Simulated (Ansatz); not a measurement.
# CH3BNO: the cost of one run

Program: Ansatz 0.2.0. Level of theory: UKS r2SCANh/def2-SVP. These are calculated values, not measurements.

### Step 1. The system as given

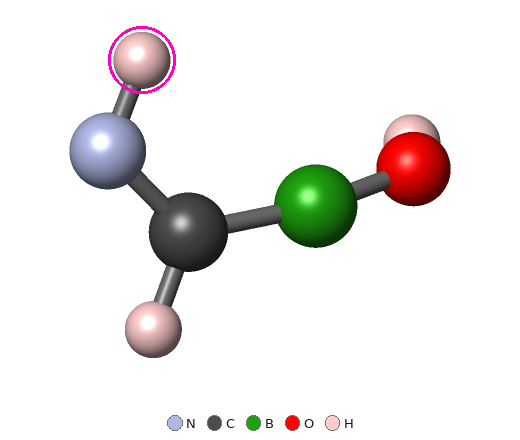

Start, viewed from a chosen angle; nitrogen light blue, carbon dark grey, boron green, oxygen red, hydrogen pink. Ringed: H5.

Structure file:

```xyz
7

N    -0.6052    1.5700    0.5462
C     0.0290    0.4366    0.7712
B     0.5122   -0.5244   -0.2144
O     0.6326   -1.4335   -1.1250
H    -0.7652    1.7483   -0.4450
H     0.2427    0.2769    1.8282
H    -0.0462   -2.0739   -1.3612
```

### Step 2. End point A

File input.yaml:

```yaml
crystal:
  periodic: [false, false, false]
  atoms:
    - { symbol: "N", position_ang: [-0.60518, 1.57001, 0.54617] }
    - { symbol: C, position_ang: [0.02901, 0.43665, 0.77115] }
    - { symbol: B, position_ang: [0.51223, -0.52445, -0.21441] }
    - { symbol: O, position_ang: [0.63263, -1.43351, -1.12498] }
    - { symbol: H, position_ang: [-0.76524, 1.74834, -0.44495] }
    - { symbol: H, position_ang: [0.24273, 0.27686, 1.82817] }
    - { symbol: H, position_ang: [-0.04619, -2.0739, -1.36117] }
magnetization:
  spin_polarized: true
  initial_magnetization: 1
basis:
  gaussian: { orbitals: def2-SVP }
hamiltonian:
  xc: r2scanh
relax:
  f_tol: 0.02
  max_steps: 50
```

The run is started by

```
$ ansatz run input.yaml --threads 2 --pin off --max-ram 3072MiB --backend cpu --events-out ev --progress --plain --runs-dir out
```

Q: Estimate wall time and peak memory on 2 threads of Arm Neoverse V1, shared host.

About 33 s, with a peak of 0.21 GiB.
